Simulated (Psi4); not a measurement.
Excited-state calculation of AsH3 (part 1 of 2)

- system: AsH3, SMILES [AsH3]
- method: EOM-CC2/jun-cc-pV(D+d)Z, RHF (Psi4 1.11)

The atoms were displaced at random from an optimised geometry.

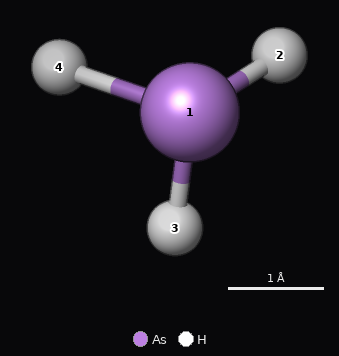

**Figure 1.** The input geometry (ball-and-stick view, seen at a tilt; atoms are numbered from 1 in the order of the input). Bond lengths as drawn: As–H 1.34 to 1.76 Å.

### The input (ash3.in)
```
memory 1600 mb

molecule geom {
  As
  H 1 R2
  H 1 R3 2 A3
  H 1 R4 3 A4 2 D4

  R2 = 1.386766
  R3 = 1.336128
  A3 = 103.75701
  R4 = 1.758822
  A4 = 85.92777
  D4 = 93.79325
  symmetry c1
  no_reorient
  no_com
}

set globals {
  scf_type pk
  freeze_core true
  roots_per_irrep [4]
}

result, w = energy("eom-cc2/jun-cc-pV(D+d)Z", return_wfn=True)
```

Hardware: 1 thread of Intel Xeon @ 2.90GHz (Ice Lake), 64 GiB of memory available, shared host.

Run as:
```bash
psi4 -i ash3.in -o ash3.out -n 1
```

### Log
```
Psi4 1.11 release

   => Loading Basis Set <=

    Name: JUN-CC-PV(D+D)Z
    Role: ORBITAL
    Keyword: BASIS

         ---------------------------------------------------------
                                   SCF
                              RHF Reference
                        1 Threads,   1525 MiB Core
         ---------------------------------------------------------

  ==> Geometry <==

    Molecular point group: c1
    Full point group: C1

    Geometry (in Angstrom), charge = 0, multiplicity = 1:

       Center              X                  Y                   Z               Mass
    ------------   -----------------  -----------------  -----------------  -----------------
         AS           0.022634352406    -0.017992217308    -0.011980784052    74.921594570000
         H            0.022634352406    -0.017992217308     1.374785215948     1.007825032230
         H            0.022634352406     1.279806255039    -0.329718344875     1.007825032230
         H           -1.727903805242     0.075725284547    -0.154416791259     1.007825032230

  Running in c1 symmetry.

  Rotational constants: A =      4.65922  B =      3.71124  C =      3.12356 [cm^-1]
  Rotational constants: A = 139680.03992  B = 111260.19568  C =  93641.88623 [MHz]
  Nuclear repulsion =   36.313664478614420

  Charge       = 0
  Multiplicity = 1
  Electrons    = 36
  Nalpha       = 18
  Nbeta        = 18

  ==> Algorithm <==

  SCF Algorithm Type is PK.
  DIIS enabled.
  MOM disabled.
  Fractional occupation disabled.
  Guess Type is SAD.
  Energy threshold   = 1.00e-08
  Density threshold  = 1.00e-08
  Integral threshold = 1.00e-12

  ==> Primary Basis <==

  Basis Set: JUN-CC-PV(D+D)Z
    Blend: JUN-CC-PV(D+D)Z
    Number of shells: 22
    Number of basis functions: 46
    Number of Cartesian functions: 48
    Spherical Harmonics?: true
    Max angular momentum: 2

  ==> Integral Setup <==

  Using in-core PK algorithm.
   Calculation information:
      Number of atoms:                   4
      Number of AO shells:              22
      Number of primitives:            107
      Number of atomic orbitals:        48
      Number of basis functions:        46

      Integral cutoff                 1.00e-12
      Number of threads:                 1

  Performing in-core PK
  Using 1169642 doubles for integral storage.
  We computed 32131 shell quartets total.
  Whereas there are 32131 unique shell quartets.

  ==> DiskJK: Disk-Based J/K Matrices <==

    J tasked:                  Yes
    K tasked:                  Yes
    wK tasked:                  No
    Memory [MiB]:             1144
    Schwarz Cutoff:          1E-12

  Minimum eigenvalue in the overlap matrix is 1.3261080984E-02.
  Reciprocal condition number of the overlap matrix is 2.9597309069E-03.
    Using symmetric orthogonalization.

  ==> Pre-Iterations <==

  SCF Guess: Superposition of Atomic Densities via on-the-fly atomic UHF (no occupation information).

   -------------------------
    Irrep   Nso     Nmo
   -------------------------
     A         46      46
   -------------------------
    Total      46      46
   -------------------------

  ==> Iterations <==

                        Total Energy        Delta E     RMS |[F,P]|

   @RHF iter SAD: -2232.15397727316258   -2.23215e+03   0.00000e+00
   @RHF iter   1: -2235.33796294485364   -3.18399e+00   2.22843e-02 ADIIS/DIIS
   @RHF iter   2: -2235.80114404537107   -4.63181e-01   8.16982e-03 ADIIS/DIIS
   @RHF iter   3: -2235.85685625692349   -5.57122e-02   6.64734e-04 ADIIS/DIIS
   @RHF iter   4: -2235.85823232870962   -1.37607e-03   1.44086e-04 ADIIS/DIIS
   @RHF iter   5: -2235.85832546778784   -9.31391e-05   2.97543e-05 DIIS
   @RHF iter   6: -2235.85832957751882   -4.10973e-06   7.52495e-06 DIIS
   @RHF iter   7: -2235.85832992677251   -3.49254e-07   2.20928e-06 DIIS
   @RHF iter   8: -2235.85832995383043   -2.70579e-08   4.49656e-07 DIIS
   @RHF iter   9: -2235.85832995501278   -1.18234e-09   7.32407e-08 DIIS
   @RHF iter  10: -2235.85832995503461   -2.18279e-11   1.33707e-08 DIIS
   @RHF iter  11: -2235.85832995503370    9.09495e-13   2.90663e-09 DIIS
  Energy and wave function converged.

  ==> Post-Iterations <==

    Orbital Energies [Eh]
    ---------------------

    Doubly Occupied:

       1A   -432.629990     2A    -56.350602     3A    -50.197296
       4A    -50.196553     5A    -50.196277     6A     -8.048198
       7A     -5.903098     8A     -5.902627     9A     -5.898445
      10A     -2.130648    11A     -2.130000    12A     -2.125346
      13A     -2.124198    14A     -2.120999    15A     -0.854544
      16A     -0.553907    17A     -0.456098    18A     -0.373036

    Virtual:

      19A      0.066929    20A      0.081705    21A      0.091681
      22A      0.097913    23A      0.129974    24A      0.188962
      25A      0.279698    26A      0.528952    27A      0.556464
      28A      0.611466    29A      0.620452    30A      0.626476
      31A      0.662210    32A      0.678183    33A      0.723058
      34A      0.767872    35A      0.882074    36A      1.097771
      37A      1.281989    38A      1.495227    39A      1.548455
      40A      1.599746    41A      1.745518    42A      1.779423
      43A      1.937101    44A      2.131855    45A      2.281286
      46A      2.355555

    Final Occupation by Irrep:
              A
    DOCC [    18 ]
    NA   [    18 ]
    NB   [    18 ]

  @RHF Final Energy: -2235.85832995503370

   => Energetics <=

    Nuclear Repulsion Energy =             36.3136644786144203
    One-Electron Energy =               -3187.9602637026964658
    Two-Electron Energy =                 915.7882692690485555
    Total Energy =                      -2235.8583299550332413

Computation Completed

Properties will be evaluated at   0.000000,   0.000000,   0.000000 [a0]

Properties computed using the SCF density matrix

 Multipole Moments:

 ------------------------------------------------------------------------------------
     Multipole            Electronic (a.u.)      Nuclear  (a.u.)        Total (a.u.)
 ------------------------------------------------------------------------------------

 L = 1.  Multiply by 2.5417464519 to convert [e a0] to [Debye]
 Dipole X            :          1.8980773           -1.7682195            0.1298578
 Dipole Y            :         -1.1200235            1.4055710            0.2855476
 Dipole Z            :         -0.7027661            0.9359515            0.2331854
 Magnitude           :                                                    0.3908656

 ------------------------------------------------------------------------------------

	total time  =          3 seconds =       0.05 minutes
 MINTS: Wrapper to libmints.

   Calculation information:
      Number of threads:                 1
      Number of atoms:                   4
      Number of AO shells:              22
      Number of SO shells:              22
      Number of primitives:            107
      Number of atomic orbitals:        48
      Number of basis functions:        46

      Number of irreps:                  1
      Integral cutoff                 1.00e-12
      Number of functions per irrep: [  46 ]

 OEINTS: Overlap, kinetic, potential, dipole, and quadrupole integrals
         stored in file 35.

      Computing two-electron integrals...done
      Computed 334262 non-zero two-electron integrals.
        Stored in file 33.

	Wfn Parameters:
	--------------------
	Wavefunction         = CC2
	Number of irreps     = 1
	Number of MOs        = 46
	Number of active MOs = 37
	AO-Basis             = NONE
	Semicanonical        = false
	Reference            = RHF
	Print Level          = 1

	IRREP	# MOs	# FZDC	# DOCC	# SOCC	# VIRT	# FZVR
	-----	-----	------	------	------	------	------
	 A	   46	    9	    9	    0	    28	    0
	Transforming integrals...
	IWL integrals will be deleted.
	(OO|OO)...
	Presorting SO-basis two-electron integrals.
	Sorting File: SO Ints (nn|nn) nbuckets = 1
	Constructing frozen core operators
	Starting first half-transformation.
	Sorting half-transformed integrals.
	First half integral transformation complete.
	Starting second half-transformation.
	Two-electron integral transformation complete.
	(OO|OV)...
	Starting second half-transformation.
	Two-electron integral transformation complete.
	(OO|VV)...
	Starting second half-transformation.
	Two-electron integral transformation complete.
	(OV|OO)...
	Starting first half-transformation.
	Sorting half-transformed integrals.
	First half integral transformation complete.
	Starting second half-transformation.
	Two-electron integral transformation complete.
	(OV|OV)...
	Starting second half-transformation.
	Two-electron integral transformation complete.
	(OV|VV)...
	Starting second half-transformation.
	Two-electron integral transformation complete.
	(VV|OO)...
	Starting first half-transformation.
	Sorting half-transformed integrals.
	First half integral transformation complete.
	Starting second half-transformation.
	Two-electron integral transformation complete.
	(VV|OV)...
	Starting second half-transformation.
	Two-electron integral transformation complete.
	(VV|VV)...
	Starting second half-transformation.
	Two-electron integral transformation complete.
	Frozen core energy     =  -2140.48161307334294

	Size of irrep 0 of <ab|cd> integrals:      0.615 (MW) /      4.917 (MB)
	Total:                                     0.615 (MW) /      4.917 (MB)

	Size of irrep 0 of <ia|bc> integrals:      0.198 (MW) /      1.581 (MB)
	Total:                                     0.198 (MW) /      1.581 (MB)

	Size of irrep 0 of tijab amplitudes:       0.064 (MW) /      0.508 (MB)
	Total:                                     0.064 (MW) /      0.508 (MB)

	Nuclear Rep. energy          =     36.31366447861442
	SCF energy                   =  -2235.85832995503370
	One-electron energy          =   -237.64320843202199
	Two-electron energy          =    105.95282707170918
	Reference energy             =  -2235.85832995504143

	total time  =          0 seconds =       0.00 minutes
            **************************
            *                        *
            *        CCENERGY        *
            *                        *
            **************************

    Nuclear Rep. energy (wfn)     =   36.313664478614420
    SCF energy          (wfn)     = -2235.858329955033696
    Reference energy    (file100) = -2235.858329955041427

    Input parameters:
    -----------------
    Wave function   =     CC2
    Reference wfn   =     RHF
    Brueckner       =     No
    Memory (Mbytes) =     1600.0
    Maxiter         =     50
    R_Convergence   =     1.0e-07
    E_Convergence   =     1.0e-06
    Restart         =     Yes
    DIIS            =     Yes
    AO Basis        =     NONE
    ABCD            =     NEW
    Cache Level     =     2
    Cache Type      =     LOW
    Print Level     =     1
    Num. of threads =     1
    # Amps to Print =     10
    Print MP2 Amps? =     No
    Analyze T2 Amps =     No
    Print Pair Ener =     No
    Local CC        =     No
    SCS-MP2         =     False
    SCSN-MP2        =     False
    SCS-CCSD        =     False

MP2 correlation energy -0.1439109785326626
                Solving CC Amplitude Equations
                ------------------------------
  Iter             Energy              RMS        T1Diag      D1Diag    New D1Diag    D2Diag
  ----     ---------------------    ---------   ----------  ----------  ----------   --------
     0        -0.143910978532663    0.000e+00    0.000000    0.000000    0.000000    0.127937
     1        -0.143903101575557    2.158e-02    0.005087    0.014898    0.014898    0.127937
     2        -0.145325151778545    7.372e-03    0.006641    0.019915    0.019915    0.130165
     3        -0.145530220478299    2.741e-03    0.007524    0.023024    0.023024    0.130675
     4        -0.145497101797351    6.148e-04    0.007611    0.023485    0.023485    0.130743
     5        -0.145498485715556    1.793e-04    0.007633    0.023607    0.023607    0.130751
     6        -0.145499503945093    6.482e-05    0.007634    0.023615    0.023615    0.130756
     7        -0.145499635045701    1.212e-05    0.007634    0.023615    0.023615    0.130756
     8        -0.145499559225960    3.374e-06    0.007634    0.023614    0.023614    0.130756
     9        -0.145499566920819    7.248e-07    0.007634    0.023614    0.023614    0.130756
    10        -0.145499572962868    2.209e-07    0.007634    0.023614    0.023614    0.130756
    11        -0.145499572286094    5.515e-08    0.007634    0.023614    0.023614    0.130756

    Iterations converged.

    Largest TIA Amplitudes:
              7   4        -0.0160290880
              7   0         0.0122740161
              6   5        -0.0092475544
              7  17        -0.0078761742
              8  11         0.0077400768
              8  16        -0.0063312759
              5   6        -0.0061001825
              7  16        -0.0057752437
              6  18        -0.0048903907
              6   7         0.0046289949
```
